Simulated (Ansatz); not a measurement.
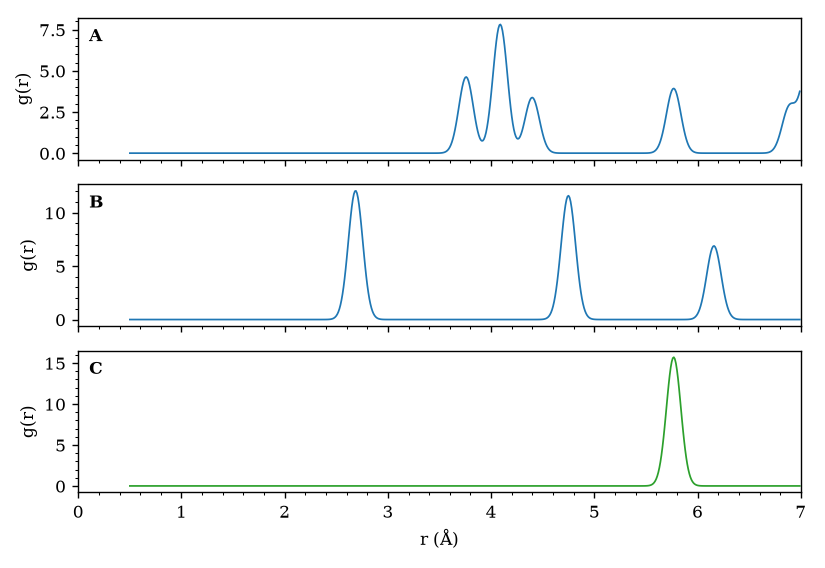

Element-resolved g(r), computed from the atomic positions of La4Ir, each distance broadened by a Gaussian of σ = 0.07 Å. Basis of the simulation: the geometry relaxed with DFT PBE, scalar-relativistic, plane waves, PAW (Ansatz 0.2.0); the starting structure was generated, so it need not be a known form of this composition.

```cif
data_structure
_symmetry_space_group_name_H-M 'P-43m'
_symmetry_Int_Tables_number 215
_cell_length_a 5.7703
_cell_length_b 5.7703
_cell_length_c 5.7703
_cell_angle_alpha 90.000
_cell_angle_beta 90.000
_cell_angle_gamma 90.000
_cell_volume 192.13
loop_
_atom_site_label
_atom_site_type_symbol
_atom_site_symmetry_multiplicity
_atom_site_Wyckoff_symbol
_atom_site_fract_x
_atom_site_fract_y
_atom_site_fract_z
_atom_site_occupancy
La1 La 4 e 0.26934 0.73066 0.73066 1
Ir1 Ir 1 a 0.00000 0.00000 0.00000 1
```

Question: Which pair of elements belongs to which panel?

Answer: panel A is La–La (first distance 3.76 Å); panel B is La–Ir (first distance 2.69 Å); panel C is Ir–Ir (first distance 5.77 Å).

Question: Tabulate the first and second shells, merging distances less than 0.12 Å apart and averaging over sites.

Answer:
| pair | first shell (Å) | neighbours in it | second shell (Å) | neighbours in the second |
| --- | --- | --- | --- | --- |
| La–La | 3.76 | 3 La per La | 4.09 | 6 |
| La–Ir | 2.69 | 1 Ir per La | 4.75 | 3 |
| Ir–Ir | 5.77 | 6 Ir per Ir | beyond the range | – |
